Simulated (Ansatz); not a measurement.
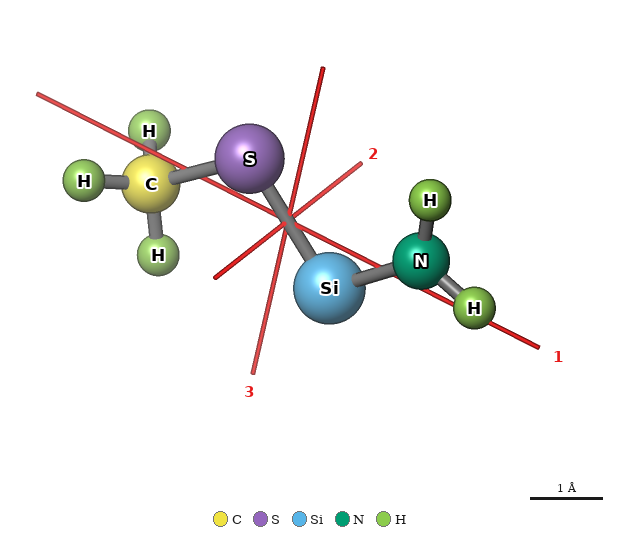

The three principal axes of inertia are drawn and numbered. Depth is shown by fading: the farther an atom, the more it takes the colour of the background. The geometry was computed by an optimisation with PBE0-D4/def2-TZVP. Masses are those of the most abundant isotopes; constants are for the rigid equilibrium geometry.

Q: Which line is the a axis (least moment of inertia), which b and which c?

A: a is line 1, b is line 3, c is line 2; the moments are 40.1, 195, 232 u Å².

Q: Classify the rotor and give the rotational constants (MHz).

A: An asymmetric top (Cs): A = 12606, B = 2594, C = 2181 MHz. Ray's parameter κ is −0.92, close to the prolate limit.
